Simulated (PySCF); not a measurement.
**C3H6ClGa (SMILES ClC1C[CH]1[GaH2]) at 6 levels**

We compute a comparison of 6 runs (HF/STO-3G, HF/def2-SVP, B3LYP/6-31G*, PBE/6-31G*, BLYP/def2-TZVP) of C3H6ClGa. Input form: a Python script.

The results are computed with PySCF 2.14.0.

### 1 Starting point

The species is C3H6ClGa (11 atoms), meant as a singlet with charge 0. SMILES: `ClC1C[CH]1[GaH2]`. The shape comes from GFN2-xTB, which is rough for such elements, and wasn't checked as a minimum.

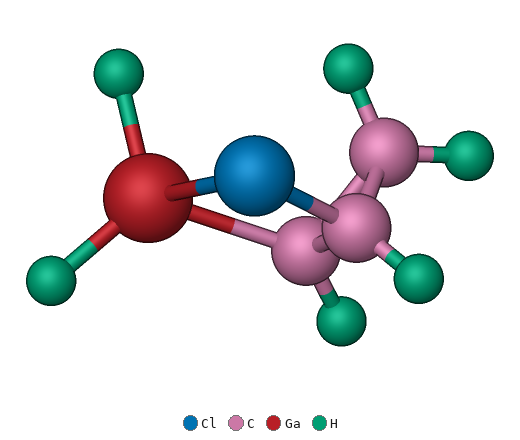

The structure, seen from a chosen angle (chlorine blue, carbon pink, gallium red, hydrogen teal).

### 2 Energy and forces at HF/STO-3G (run 1)

File geometry.xyz:

```xyz
11

Cl     0.030570     1.929070    -0.184920
C     -0.194900     0.586090     0.950400
C      0.831160    -0.484130     0.880620
C     -0.516850    -0.687210     0.227520
Ga    -0.398300     0.057320    -1.660400
H     -0.633650     0.911890     1.882840
H      1.693550    -0.310260     0.241330
H      1.066230    -1.005800     1.799200
H     -1.189540    -1.366260     0.743400
H      0.972410    -0.088580    -2.395170
H     -1.660680     0.457870    -2.484810
```

File job.py:

```python
# ClC1C[CH]1[GaH2]
from pyscf import gto, scf

system = gto.M(
    atom='geometry.xyz',
    charge=0,
    verbose=4,
    basis='sto-3g',
    max_memory=1860,
)

mf = scf.RHF(system)
mf.conv_tol = 1e-10
mf.kernel()
if not mf.converged:
    mf = mf.newton().run(mf.mo_coeff, mf.mo_occ)

e_final = mf.e_tot
print('Final energy', e_final)
grad = mf.nuc_grad_method().kernel()
dip = mf.dip_moment()
pop, q = mf.mulliken_pop()
```

On the command line:

```
$ OMP_NUM_THREADS=1 python job.py
```

Log:

```text
PySCF version 2.14.0

[... 75 lines left out ...]
converged SCF energy = -2471.11143924214
Final energy -2471.111439242139
[... 11 lines left out ...]
Dipole moment(X, Y, Z, Debye):  0.05817, -0.23858,  2.32210
[... 60 lines left out ...]
charge of   10H =     -0.11439
```

It took 16 s on 1 thread of Intel Xeon at 2.50GHz (Skylake/Cascade Lake), shared host; peak memory 0.12 GiB.

### 3 Energy and gradient at HF/def2-SVP (run 2)

File job.py:

```python
from pyscf import gto, scf

molecule = gto.M(
    atom=[
    ('Cl', (0.030570, 1.929070, -0.184920)),
    ('C', (-0.194900, 0.586090, 0.950400)),
    ('C', (0.831160, -0.484130, 0.880620)),
    ('C', (-0.516850, -0.687210, 0.227520)),
    ('Ga', (-0.398300, 0.057320, -1.660400)),
    ('H', (-0.633650, 0.911890, 1.882840)),
    ('H', (1.693550, -0.310260, 0.241330)),
    ('H', (1.066230, -1.005800, 1.799200)),
    ('H', (-1.189540, -1.366260, 0.743400)),
    ('H', (0.972410, -0.088580, -2.395170)),
    ('H', (-1.660680, 0.457870, -2.484810)),
],
    verbose=4,
    max_memory=1860,
    basis='def2-svp',
    spin=0,
)

mf = scf.RHF(molecule)
mf.conv_tol = 1e-10
mf.kernel()
if not mf.converged:
    mf = mf.newton().run(mf.mo_coeff, mf.mo_occ)

e_final = mf.e_tot
print('E(%s) = %.9f' % ('HF', e_final))
grad = mf.nuc_grad_method().kernel()
mf.analyze()
```

On the command line:

```
$ OMP_NUM_THREADS=1 python job.py
```

Log:

```text
PySCF version 2.14.0

[... 67 lines left out ...]
converged SCF energy = -2499.29561609635
[... 30 lines left out ...]
MO #10  energy= -10.596671335087   occ= 2
[... 15 lines left out ...]
MO #26  energy= -0.804315569836938 occ= 2
[... 15 lines left out ...]
MO #42  energy= 0.226120761842671  occ= 0
[... 15 lines left out ...]
MO #58  energy= 0.660300292836006  occ= 0
[... 15 lines left out ...]
MO #74  energy= 1.03062856726921   occ= 0
[... 15 lines left out ...]
MO #90  energy= 1.86935239545651   occ= 0
[... 15 lines left out ...]
MO #106 energy= 2.4450352423478    occ= 0
[... 15 lines left out ...]
MO #122 energy= 3.41772787734013   occ= 0
[... 136 lines left out ...]
Dipole moment(X, Y, Z, Debye):  0.06079, -0.31007,  2.65009
```

Wall time 80 s (1 thread of Intel Xeon at 2.50GHz (Skylake/Cascade Lake), shared host); peak memory 0.33 GiB.

Runs 3 to 5 aren't shown in full; the table further down has their settings and results.

### 4 Energy and gradient at BLYP/def2-TZVP (run 6)

File input.py:

```python
# ClC1C[CH]1[GaH2]
from pyscf import gto, dft

mol = gto.M(
    atom='''
Cl       0.030570       1.929070      -0.184920
C       -0.194900       0.586090       0.950400
C        0.831160      -0.484130       0.880620
C       -0.516850      -0.687210       0.227520
Ga      -0.398300       0.057320      -1.660400
H       -0.633650       0.911890       1.882840
H        1.693550      -0.310260       0.241330
H        1.066230      -1.005800       1.799200
H       -1.189540      -1.366260       0.743400
H        0.972410      -0.088580      -2.395170
H       -1.660680       0.457870      -2.484810
''',
    basis='def2-tzvp',
    charge=0,
    verbose=4,
    max_memory=1860,
)

ks = dft.RKS(mol)
ks.xc = 'blyp'
ks.grids.level = 5
ks.conv_tol = 1e-10
ks.kernel()
if not ks.converged:
    ks = ks.newton().run(ks.mo_coeff, ks.mo_occ)

etot = ks.e_tot
print('Final energy', etot)
grad = ks.nuc_grad_method().kernel()
dip = ks.dip_moment()
pop, q = ks.mulliken_pop()
```

On the command line:

```
$ OMP_NUM_THREADS=1 python input.py
```

Log:

```text
PySCF version 2.14.0

[... 85 lines left out ...]
converged SCF energy = -2502.96790825269
Final energy -2502.967908252692
[... 12 lines left out ...]
Dipole moment(X, Y, Z, Debye):  0.09870, -0.08734,  2.46277
[... 226 lines left out ...]
charge of   10H =     -0.11479
```

It took 17 min on 1 thread of Intel Xeon at 2.50GHz (Skylake/Cascade Lake), shared host; peak memory 1.8 GiB.

### 5 The series

```csv
run,level,integration grid,Cartesian functions,energy (Eh),dipole moment (D),HOMO energy (eV),LUMO energy (eV),wall time
1,HF/STO-3G,–,no,-2471.111439,2.34,-6.98,7.43,16 s
2,HF/def2-SVP,–,no,-2499.295616,2.67,-10.45,2.88,80 s
3,B3LYP/6-31G* (spherical functions),5,no,-2502.675711,2.55,-7.17,-0.33,3.1 min
4,PBE/6-31G* (spherical functions),5,no,-2501.970696,2.57,-6.18,-1.07,2.9 min
5,B3LYP/6-31G* (Cartesian functions),5,yes,-2502.685622,2.55,-7.17,-0.33,3.3 min
6,BLYP/def2-TZVP,5,no,-2502.967908,2.47,-6.19,-1.16,17 min
```

### 6 Outcome

```
                       quantity           value
            run 6: total energy  -2502.96791 Eh
           run 6: dipole moment          2.47 D
             run 6: HOMO energy        -6.19 eV
             run 6: LUMO energy        -1.16 eV
           run 6: HOMO–LUMO gap         5.03 eV
run 6: largest force on an atom      1.956 eV/Å
```

The dipole moment (its size) runs from 2.34 D (HF/STO-3G) to 2.67 D (HF/def2-SVP). The HOMO–LUMO gap runs from 5.03 eV (BLYP/def2-TZVP) to 14.41 eV (HF/STO-3G). The two ends differ in method and basis. Totals of different functionals can't be ranked against each other. In run 1 the basis is minimal, so the values are rough. All runs together took 28 min, the longest 17 min.
